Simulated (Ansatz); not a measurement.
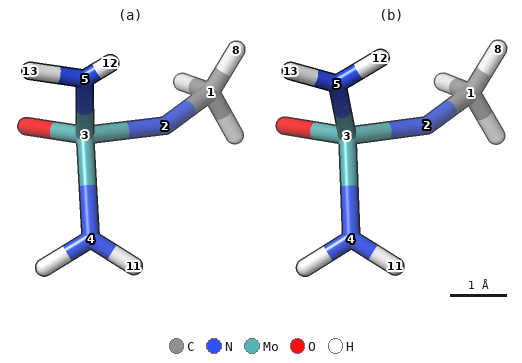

The structure of CH7MoN3O before (left) and after (right) a relaxation, at one scale.

Style: stick. Shown from a free direction.

Method: RKS wB97M-V/def2-SVPD in Ansatz 0.2.0.

Input file:
```yaml
crystal:
  periodic: [false, false, false]
  atoms:
    - {symbol: C, position_ang: [-1.094650, -1.638962, -1.164534]}
    - {symbol: N, position_ang: [-0.357781, -0.822127, -0.357075]}
    - {symbol: Mo, position_ang: [-0.040763, 0.641132, 0.280873]}
    - {symbol: N, position_ang: [0.703497, 0.075902, 1.972074]}
    - {symbol: N, position_ang: [1.500977, 1.522683, -0.772451]}
    - {symbol: O, position_ang: [-1.173715, 1.378537, 0.554450]}
    - {symbol: H, position_ang: [-1.335168, -2.432013, -0.560536]}
    - {symbol: H, position_ang: [-0.923293, -1.752329, -2.054117]}
    - {symbol: H, position_ang: [-2.130428, -1.398136, -1.100322]}
    - {symbol: H, position_ang: [0.523371, 0.652369, 2.754185]}
    - {symbol: H, position_ang: [1.036220, -0.765498, 2.148973]}
    - {symbol: H, position_ang: [1.658349, 1.223770, -1.203784]}
    - {symbol: H, position_ang: [1.539434, 2.555961, -0.576019]}
basis:
  gaussian: {orbitals: def2-SVPD, nuclear_model: gaussian}
hamiltonian: {xc: {name: wB97M-V}}
relax: {f_tol: 0.001, max_steps: 2}
```

Run as
```bash
ansatz run in.yaml --threads 4 --pin off --events-out ev --progress --plain --max-ram 11315MiB
```

**Summarise the run.**

The relaxation stopped without meeting its thresholds, so the last structure isn't shown to be converged. The input was poor on purpose: steps. The energy falls by 1937.4 kJ/mol in 1 geometry step. Largest force component: 100 eV/Å at the start, 16 eV/Å at the end. The atom that moves furthest after the best rigid fit is H12 (0.19 Å). Largest moves by element: H 0.19 Å, N 0.18 Å, O 0.06 Å, Mo 0.05 Å, C 0.02 Å. Some distances before and after: N5–H12 0.548 → 0.925 Å, Mo3–O6 1.379 → 1.488 Å, N5–H13 1.052 → 0.950 Å, Mo3–N5 2.065 → 1.971 Å. Bond angles that change, for instance: Mo3–N5–H13 110.6° → 123.0°, H12–N5–H13 132.2° → 124.4°, N2–Mo3–N5 109.2° → 115.4°.
